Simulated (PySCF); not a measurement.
# F₄OW: electronic structure

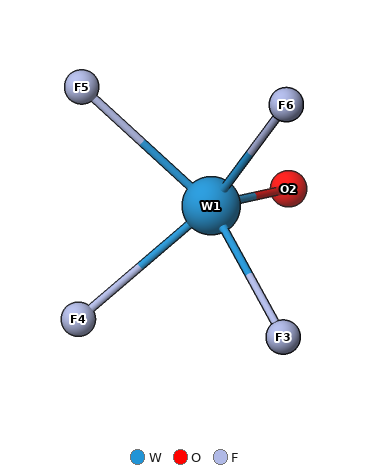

The molecule, with its atoms numbered as below. No frequency check shows the geometry to be a minimum.

Geometry (Å), atoms numbered from 1:

```
W1       0.0001   -0.0003   -0.0764
O2      -0.0015   -0.0062   -1.7479
F3       1.2169   -1.2499    0.5480
F4      -1.2525   -1.2133    0.5488
F5      -1.2159    1.2533    0.5431
F6       1.2521    1.2181    0.5421
```

Part 1: Bonding charge

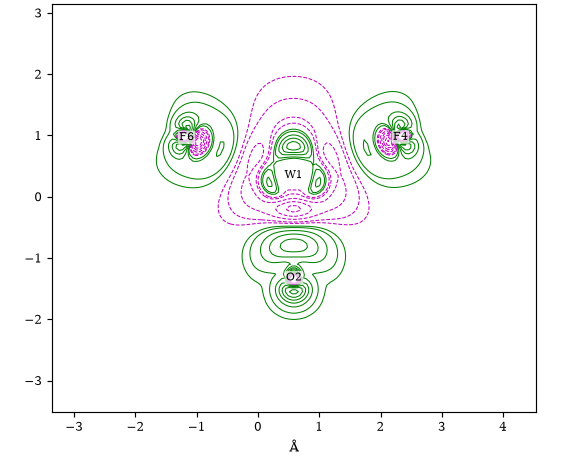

Deformation density (molecule less spherical, spin-averaged free atoms) in the plane of W1, O2, F4 and F6; contours at ±0.05 to ±0.8 e/Å³; solid green lines: gain, dashed magenta lines: loss.

Method: PBE0/def2-SVP; geometry: GFN2-xTB; program: PySCF. Core potentials replace the inner electrons of W; spin–orbit coupling isn't included. This is a single-reference result, which may miss multireference character in this system.

**How much density has each bond in this plane gained at its critical point, relative to the free atoms?**

W1–O2: +0.17 e/Å³ at the bond critical point (bond length 1.67 Å, Mayer order 2.2). W1–F4 and W1–F6: −0.01 e/Å³ at the bond critical point (bond length 1.85 Å, Mayer order 1.0); up to 0.6 Å beside the axis the gain reaches +0.19 e/Å³. In all, 1.5 electrons gather in the regions of gain relative to the promolecule. A small or negative value marks a very polar bond, one between electron-rich atoms, whose free-atom densities already overlap strongly, a long bond to a heavier atom, or a closed-shell contact such as a hydrogen bond.

**Where do the Hirshfeld charges lie?**

The highest Hirshfeld charge is on W1 (+1.10 e), the lowest on O2 (−0.28 e).

```csv
atom,charge (e)
W1,+1.10
O2,−0.28
F3,−0.20
F4,−0.20
F5,−0.21
F6,−0.21
```

Part 2: Bond critical points

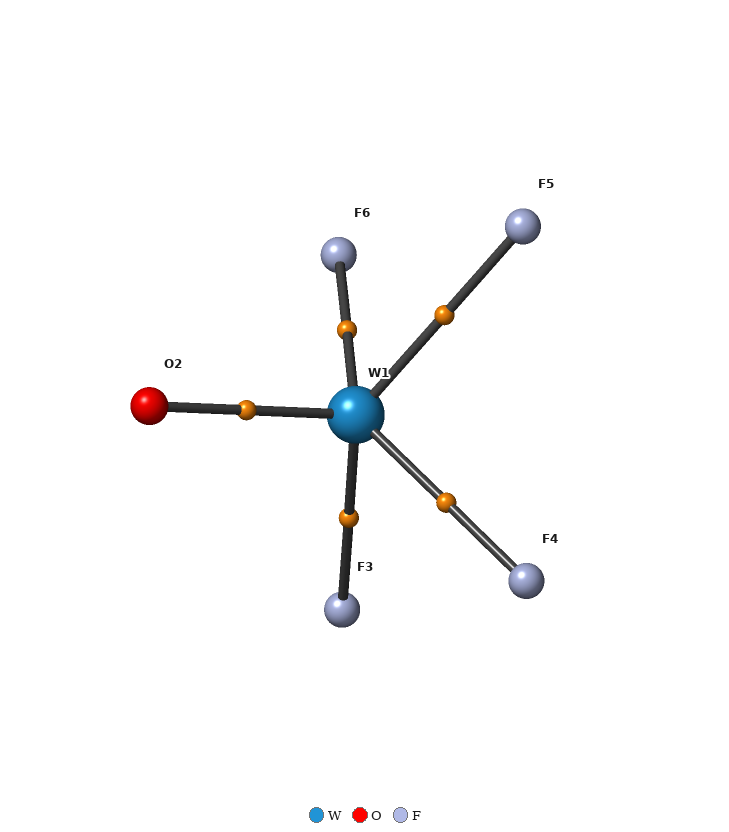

Molecular graph of the electron density (QTAIM): bond paths, bond critical points (orange), ring points (yellow, if any); weak paths are dashed.

**How many critical points of each kind are there, and does the count close?**

6 nuclei, 5 bond, 0 ring and 0 cage critical points: 6 − 5 + 0 − 0 = 1, as the Poincaré–Hopf relation requires.

**Tabulate density, Laplacian, ellipticity and energy density at the bond critical points (atomic units).**

```csv
bond,length (Å),ρ (a.u.),∇²ρ (a.u.),ε,H (a.u.)
W1–O2,1.672,0.290,+0.86,0.00,−0.236
W1–F4 (4 alike),1.852,0.158,+0.82,0.03,−0.040
```

**What kind of interaction is W1–O2?**

Polar or intermediate (positive Laplacian, negative energy density H): ρ = 0.290, ∇²ρ = +0.86, H = −0.236 a.u.

Part 3: Removing or adding an electron

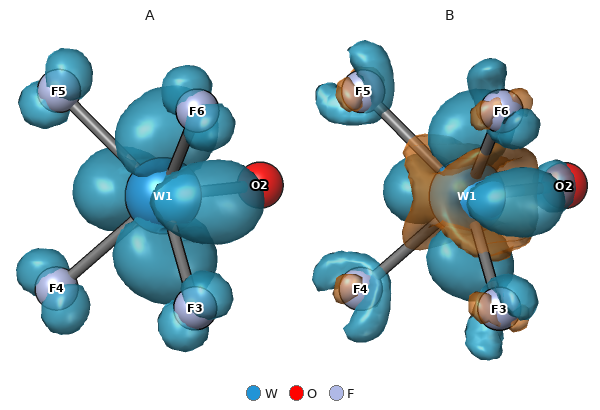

The Fukui function f⁺ from two separate SCF calculations and the density of the LUMO, at ±0.05 e/Å³ (light blue positive, orange negative).

Computed with PySCF, PBE0/def2-SVPD, geometry: GFN2-xTB. Core potentials replace the inner electrons of W; spin–orbit coupling isn't included. This is a single-reference result, which may miss multireference character in this system.

**Which panel is which, and how good is the frozen-orbital picture?**

B is f⁺ (it has negative regions), A the LUMO density. The LUMO lies on W1 (70 %) and F3, F4, F5 and F6 (7 % each); f⁺ (Hirshfeld-condensed) is largest on W1 (0.38); the vertical electron affinity is 2.32 eV (the stability of the anion's solution wasn't checked; the anion's highest orbital has positive energy, so this value and f⁺ depend on the basis). Relaxation shifts 32 % of the electron between atoms. The orbital energy is −4.60 eV.
